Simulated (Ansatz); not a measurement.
Three curves of one kind of scan: energy against volume (even scaling of the relaxed cell, symmetry kept). These are PBE (plane waves to 420 eV, PAW, scalar-relativistic; Ansatz, a quantum-chemistry and plane-wave program) values and carry that method's errors. Each is measured from its own zero (the relaxed starting cell). 

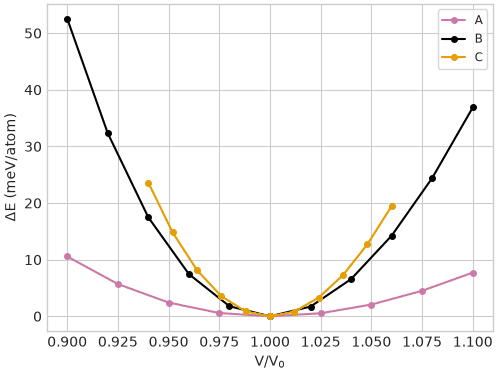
Fig. 1. Curves A, B and C.

**Question.** Match the curves to these crystals:
- Na (bcc, W type), a = 4.1965 Å, b = 4.1965 Å, c = 4.1965 Å, α = 90.00°, β = 90.00°, γ = 90.00°
- PbSe (rock salt), a = 6.218 Å, b = 6.218 Å, c = 6.218 Å, α = 90.00°, β = 90.00°, γ = 90.00°
- BP (zinc blende), a = b = c = 4.548 Å, α = β = γ = 90.00°

**Answer.** A is Na; B is PbSe; C is BP.

All were relaxed with their symmetry unable to fall. Spin-orbit coupling is left out.

(Under strain, the slope of the energy per volume gives the stress and its curvature an elastic modulus.)
